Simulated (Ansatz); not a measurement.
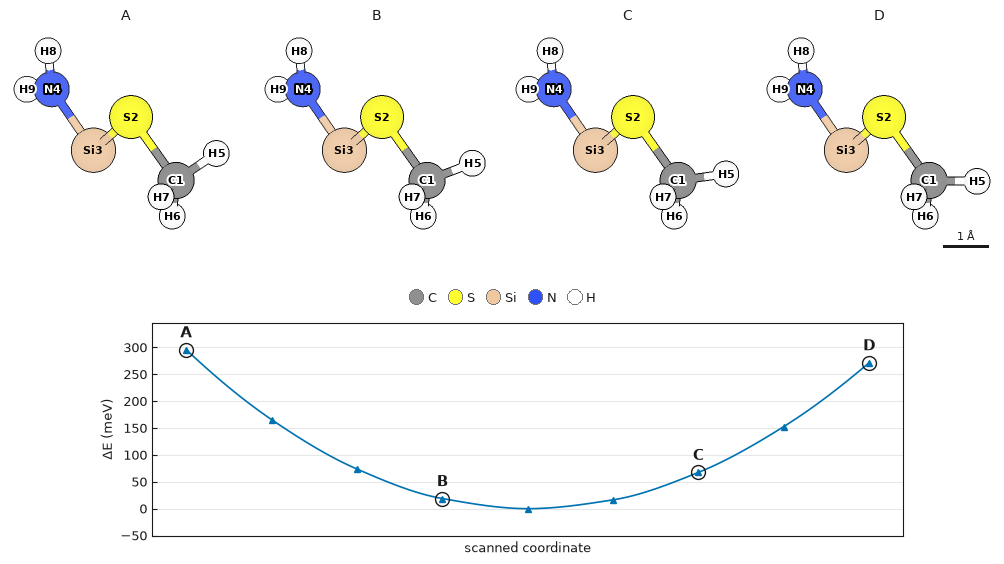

Frames of a one-coordinate scan of CH₅NSSi. Style: ball-and-stick. Shown onto the plane of the angle, with a slight tilt.

Level of theory: CCSD(T) (def2-TZVPP, Ansatz), on geometries moved rigidly from the minimum at PBE0-D4/def2-TZVP. Coupled cluster with a frozen core. Energies are counted from the PBE0-D4/def2-TZVP minimum geometry at the same level.

Which coordinate changes from frame to frame?

Answer. The H5–C1–S2 angle is varied, with the rest of the molecule carried along rigidly. In the frames the angle is 91.2° (A), 104.7° (B), 118.2° (C), 127.2° (D). The lowest computed point lies at the angle 109.2° (0.0 meV). The end points stand at 295.7 meV (91.2°) and 271.6 meV (127.2°). The curvature at the lowest point is about 5.7 eV/rad².
